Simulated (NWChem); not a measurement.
## Al2H4F2: energy and gradient calculation

- system: Al2H4F2
- method: wB97X/6-311G**, RKS (NWChem 7.3.0)

The geometry comes from this level: GFN2-xTB.

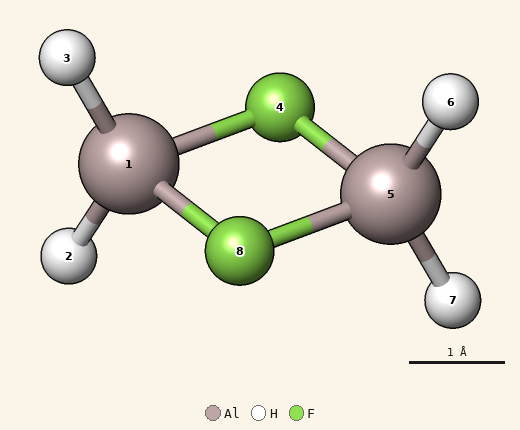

Fig. 1: The input geometry (ball-and-stick view, seen at a tilt; atoms are numbered from 1 in the order of the input). Sticks mark near contacts. Bond lengths as drawn: Al–F 1.83 Å and Al–H 1.53 Å.

Input file:
```python
from ase import Atoms
from ase.calculators.nwchem import NWChem

system = Atoms('AlHHFAlHHF', positions=[
    [-0.748490, 1.184120, -0.052940],
    [-2.213880, 1.049800, 0.359240],
    [0.022920, 2.420090, -0.514180],
    [-0.292510, -0.234390, -1.110720],
    [0.748420, -1.184200, 0.053020],
    [2.213040, -1.045800, -0.360380],
    [-0.018980, -2.422200, 0.515220],
    [0.289470, 0.232570, 1.110730],
])

calc = NWChem(
    label='m1',
    theory='dft',
    memory='2200 mb',
    basis='6-311G**',
    basispar='spherical bse',
    dft={'xc': 'wb97x', 'mult': '1', 'grid': 'fine', 'convergence': 'energy 1e-08', 'iterations': '100', 'mulliken': None},
)
system.calc = calc

forces = system.get_forces()
e = system.get_potential_energy()
print(f"E = {e:.6f} eV")
print("forces (eV/A):")
for s, f in zip(system.symbols, forces):
    print(f"{s:2s} {f[0]:10.5f} {f[1]:10.5f} {f[2]:10.5f}")
print("dipole (e A):", system.get_dipole_moment().round(4))
```

File m1.nwi:
```
title "m1"

permanent_dir m1

scratch_dir m1

start m1

geometry units angstrom nocenter noautosym noautoz
  Al -7.4848999999999999e-01 1.1841200000000001e+00 -5.2940000000000001e-02
  H  -2.2138800000000001e+00 1.0498000000000001e+00 3.5924000000000000e-01
  H  2.2919999999999999e-02 2.4200900000000001e+00 -5.1417999999999997e-01
  F  -2.9250999999999999e-01 -2.3438999999999999e-01 -1.1107199999999999e+00
  Al 7.4841999999999997e-01 -1.1841999999999999e+00 5.3019999999999998e-02
  H  2.2130399999999999e+00 -1.0458000000000001e+00 -3.6037999999999998e-01
  H  -1.8980000000000000e-02 -2.4222000000000001e+00 5.1522000000000001e-01
  F  2.8947000000000001e-01 2.3257000000000000e-01 1.1107300000000000e+00
end

memory 2200 mb

basis spherical bse noprint
   * library 6-311G**
end

dft
  xc wb97x
  mult 1
  grid fine
  convergence energy 1e-08
  iterations 100
  mulliken
end

task dft gradient
```

Run as:
```bash
export ASE_NWCHEM_COMMAND="nwchem PREFIX.nwi > PREFIX.nwo"
python run.py
```

What the program printed:
```
E = -18698.047476 eV
forces (eV/A):
Al   -0.09282    0.14254   -0.01121
H    -0.62899   -0.02792    0.17052
H     0.30349    0.54327   -0.19402
F    -0.13298   -0.10901   -0.51072
Al    0.08711   -0.14388   -0.00005
H     0.62977    0.02962   -0.17108
H    -0.30303   -0.54497    0.19360
F     0.13740    0.11035    0.52291
dipole (e A): [ 0.     -0.0001  0.0005]
```

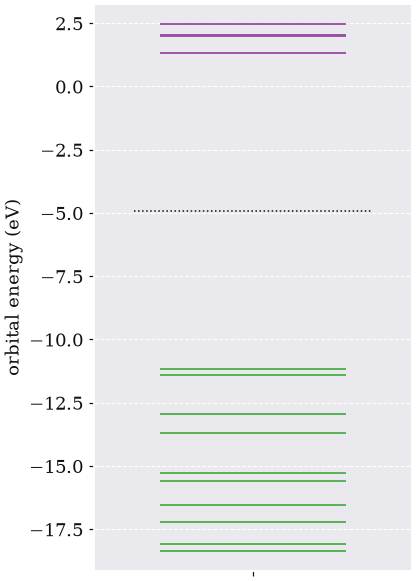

Fig. 2: Orbital energies near the frontier; the dotted line parts filled from empty levels, and levels within 0.02 eV of each other stand side by side. Highest filled −11.18 eV, lowest empty 1.33 eV, 12.51 eV apart.

Results in brief:

| quantity | value |
| --- | --- |
| outcome | converged |
| total energy | −687.140576 hartree |
| basis functions | 112 |
| largest force | 0.653 eV/Å |
| HOMO | −11.18 eV |
| LUMO | 1.33 eV |
| dipole moment | 0.00 D |
| hardware | 1 thread of Intel Xeon @ 2.50GHz (Skylake/Cascade Lake), 128 GiB of memory available, shared host |
| wall time | 3 min |
| peak memory | 0.12 GiB |
